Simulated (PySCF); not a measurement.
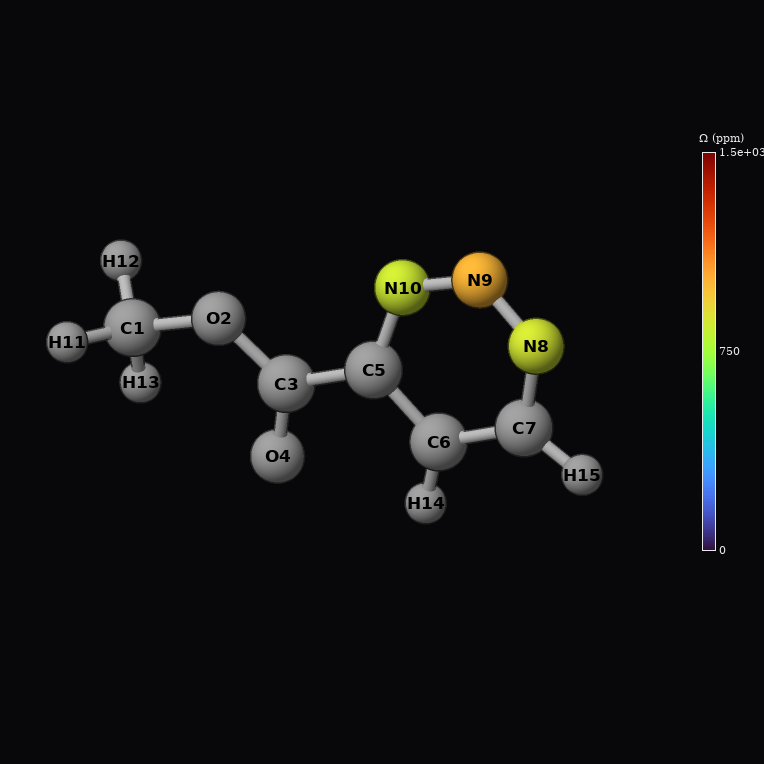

The N atoms are coloured by the span of their shielding tensor. Geometry: a frame of a GFN2-xTB molecular-dynamics simulation, not a minimum. Properties computed with GIAO PBE0/pcSseg-1 NMR shielding, non-relativistic, gas phase (PySCF 2.14.0). Principal shieldings σ11 ≤ σ22 ≤ σ33, span Ω = σ33 − σ11, skew κ = 3(σiso − σ22)/Ω.

Question: Which N atom has the most anisotropic shielding?

Answer: N9, with a span of 1009 ppm.

Give the shielding tensors of the N atoms.

```csv
atom,σ11,σ22,σ33,σiso,Ω,κ
N8,−591.9,−192.0,270.1,−171.3,862.0,0.07
N9,−770.3,−193.8,238.5,−241.9,1008.8,−0.14
N10,−573.7,−138.2,279.2,−144.2,852.9,−0.02
```

Shieldings and span in ppm.
